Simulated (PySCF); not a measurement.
Sn(F)(Cl)(Me)2, SMILES [CH3][Sn]([CH3])([F])[Cl] (C₂H₆ClFSn) at its PBE0/def2-SVP optimised geometry (Å):

```
11

C     -1.5824    -1.2636    -1.4017
Sn    -0.3958    -0.1823     0.0000
C      1.7334    -0.1823     0.0000
F     -0.9220    -0.8540     1.7473
Cl    -1.1237     2.0572     0.0000
H     -2.3117    -0.5747    -1.8479
H     -0.9538    -1.7049    -2.1868
H     -2.1095    -2.0572    -0.8545
H      2.0735     0.1059     1.0039
H      2.1033     0.5433    -0.7368
H      2.1095    -1.1859    -0.2418
```

Calculation: PBE0/def2-TZVP, def2 effective core potentials past Kr (PySCF). The core electrons that the potentials of Sn replace are not part of the density. Cells within 0.4 Å of a nucleus heavier than hydrogen are left out (blank, or x).

Map of the electrostatic potential (hartree/e), clipped to [-0.08, 0.12] on the plane z = 1.5 Å:

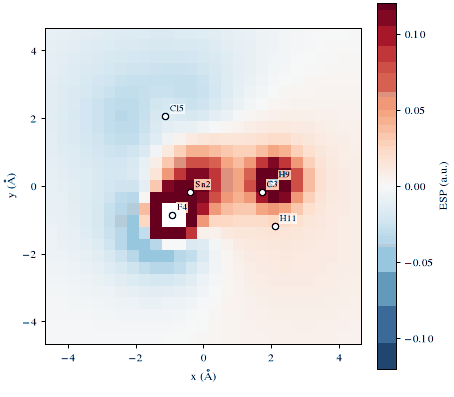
Electrostatic potential (hartree/e), clipped to [-0.08, 0.12] on the plane z = 1.5 Å.
